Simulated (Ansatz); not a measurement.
# BH4NSSi: the cost of one run

All numbers below are computed with Ansatz 0.2.0 (RKS PBE0-D4/6-31G*).

### 1 The starting structure

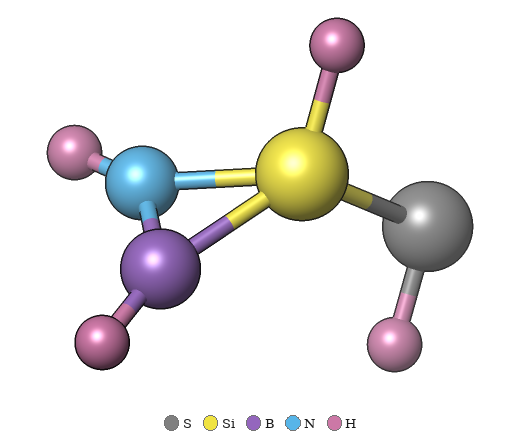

Start, viewed from a chosen angle; sulfur grey, silicon yellow, boron purple, nitrogen blue, hydrogen pink.

Coordinates:

```xyz
8

S    -1.4241    1.7860   -0.5072
Si    0.1553    0.6984    0.5095
B     1.1217   -0.7473   -0.2698
N    -0.0343   -1.0791    0.3900
H    -1.1130    1.4032   -1.7367
H    -0.0602    1.1251    1.8827
H     1.9512   -1.2967   -0.8631
H    -0.5966   -1.8896    0.5946
```

### 2 Preparing the start

File input.yaml:

```yaml
crystal:
  periodic: [false, false, false]
  atoms:
    - { symbol: S, position_ang: [-1.42407, 1.78598, -0.50716] }
    - { symbol: Si, position_ang: [0.15535, 0.69839, 0.50947] }
    - { symbol: B, position_ang: [1.12166, -0.74727, -0.26977] }
    - { symbol: "N", position_ang: [-0.03432, -1.07912, 0.39] }
    - { symbol: H, position_ang: [-1.11301, 1.40323, -1.73667] }
    - { symbol: H, position_ang: [-0.0602, 1.12506, 1.88272] }
    - { symbol: H, position_ang: [1.95121, -1.29665, -0.86315] }
    - { symbol: H, position_ang: [-0.59661, -1.88963, 0.59456] }
basis:
  gaussian: { orbitals: "6-31G*" }
hamiltonian:
  xc: pbe0
  dispersion: d4
relax:
  f_tol: 0.02
  max_steps: 40
scf:
  lower_state_search: "off"
```

Command:

```
$ ansatz run input.yaml --threads 1 --pin off --max-ram 2048MiB --backend cpu --events-out ev --progress --plain --runs-dir out
```

Q: Estimate wall time and peak memory on 1 thread of Arm Neoverse V2, shared host.

About 20 s, with a peak of 0.14 GiB.
